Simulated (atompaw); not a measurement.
```yaml
element: Zr
generator: atompaw 4.2.0.5
type: PAW
functional: PBE
relativity: scalar-relativistic
frozen_core: [Ar] 3d10
valence_charge: 12
reference_configuration: 4s2 4p6 4d2 5s2 5p0
partial_waves: 4s (bound); 5s (bound); 4p (bound); 5p (bound, empty); 4d (bound); 4d channel at 0.05 Ry; 4f channel at 0.4 Ry
local_potential: bessel scheme, radius 2.35 bohr
core_correction: smooth core density matched at 1.70 bohr
augmentation_charge: sinc compensation charge, radius 1.85 bohr; PAW radius 2.40 bohr; waves and projectors: bloechl
```

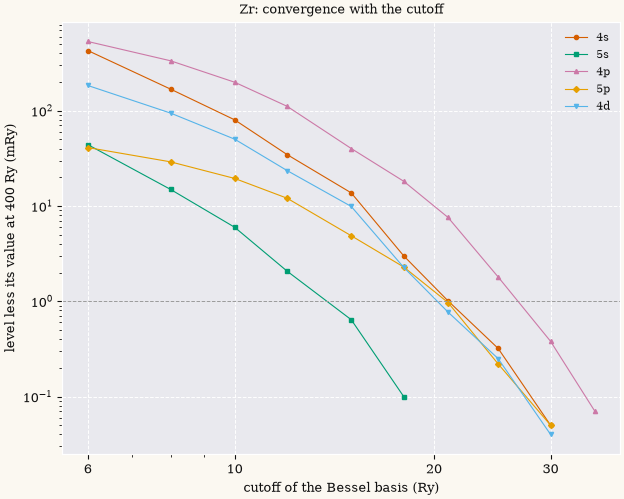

The pseudo-atom Hamiltonian at the reference potential is diagonalised in spherical Bessel functions (20 bohr box) up to the cutoff. Curves: distance of each valence level from its value at 400 Ry.

Question: What cutoffs are needed for 10 mRy and 1 mRy in the sum of levels?

Answer: 30 Ry and 35 Ry, on the ladder of cutoffs that was run.

Question: At which cutoff does each level come within 1 mRy for good?

Answer: 4s: 25 Ry; 5s: 15 Ry; 4p: 30 Ry; 5p: 21 Ry; 4d: 21 Ry.
